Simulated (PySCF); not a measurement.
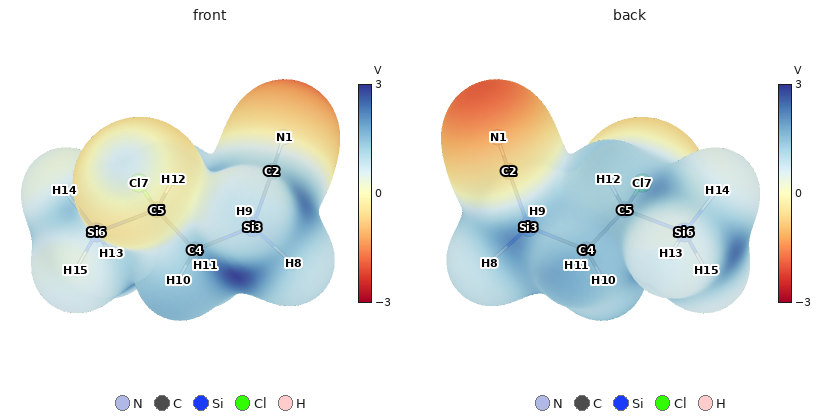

Figure. C3H8ClNSi2. The molecular electrostatic potential painted on the density surface at 0.004 e/bohr³, seen from the front and from behind; the colour scale runs from red (negative) to blue (positive).

Geometry: GFN2-xTB.

These are results of PBE0/pcSseg-1, SCF density, gas phase, non-relativistic (PySCF 2.14.0), not measurements.

```yaml
atoms:
  - { symbol: N, position_ang: [2.9948, 1.9419, -0.4727] }
  - { symbol: C, position_ang: [2.6070, 0.8644, -0.4415] }
  - { symbol: Si, position_ang: [1.9301, -0.8778, -0.3931] }
  - { symbol: C, position_ang: [0.0383, -0.6573, -0.5282] }
  - { symbol: C, position_ang: [-0.5280, 0.3473, 0.4599] }
  - { symbol: Si, position_ang: [-2.4341, 0.5323, 0.4008] }
  - { symbol: Cl, position_ang: [-0.1113, -0.1704, 2.1309] }
  - { symbol: H, position_ang: [2.4483, -1.5612, -1.5811] }
  - { symbol: H, position_ang: [2.3723, -1.4912, 0.8548] }
  - { symbol: H, position_ang: [-0.4553, -1.6208, -0.3875] }
  - { symbol: H, position_ang: [-0.2248, -0.3144, -1.5320] }
  - { symbol: H, position_ang: [-0.0277, 1.3100, 0.3327] }
  - { symbol: H, position_ang: [-2.7821, 0.9758, -0.9507] }
  - { symbol: H, position_ang: [-2.8250, 1.5121, 1.4076] }
  - { symbol: H, position_ang: [-3.0068, -0.7829, 0.6783] }
```

Q: Where is the surface potential most negative and most positive?

A: The most negative region (about −1.9 V) lies over N1, the most positive (about +2.7 V) over Si3. Cl7 shows a σ-hole: about +0.7 V at the tip opposite its bond, against about −0.2 V on its flanks. N1 is the likeliest acceptor of a hydrogen bond.

Q: How polar is the molecule by this calculation?

A: Its dipole moment is 3.93 D.
